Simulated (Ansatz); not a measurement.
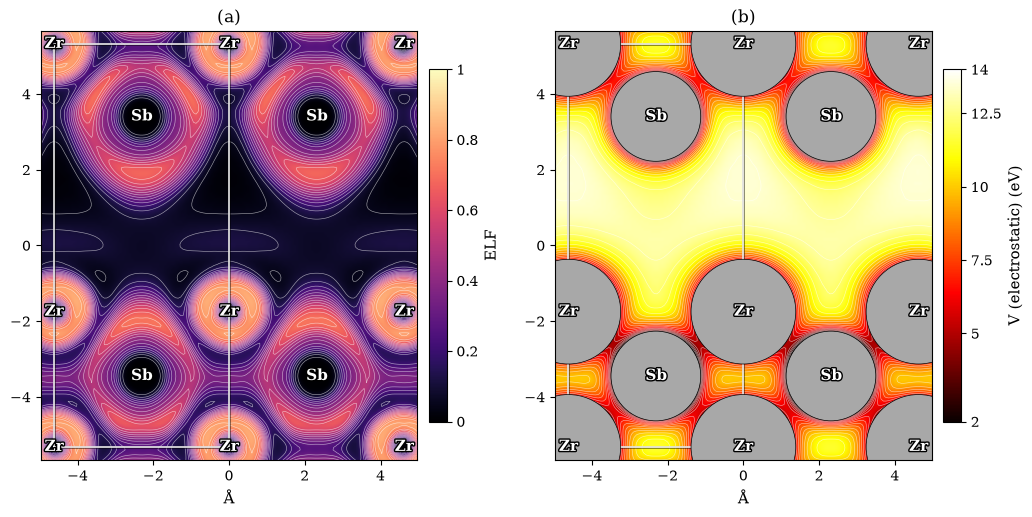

Figure 1: Zr₃Sb₄. (a) electron localisation function; (b) electrostatic potential energy of an electron on the (010) plane of the conventional cell. Grey discs cover the atomic cores in the potential map.

Space group P-4m2; a structure generated by program, which may or may not match a known phase.

Theory: Ansatz, DFT PBE, scalar-relativistic, plane waves, PAW.

In a PAW calculation such maps are meaningful between the atoms, not at the nuclei.

### Describe what can be read from this map.

The plane passes through Zr and Sb nuclei.
Zr–Sb (2.87 Å): the ELF peaks at about 0.60 in the valence shell of Sb, 1.3 Å from its nucleus, and is about 0.45 at the midpoint.
Zr–Sb (2.98 Å): the ELF peaks at about 0.55 in the valence shell of Sb, 1.3 Å from its nucleus, and is about 0.40 at the midpoint.
The features right at Zr lie inside the PAW spheres, where the map follows smoothed inner orbitals and isn't to be read closely.
Outside the cores the potential energy rises away from the atoms and is highest about 2.7 Å from the nearest atoms; its zero is arbitrary.
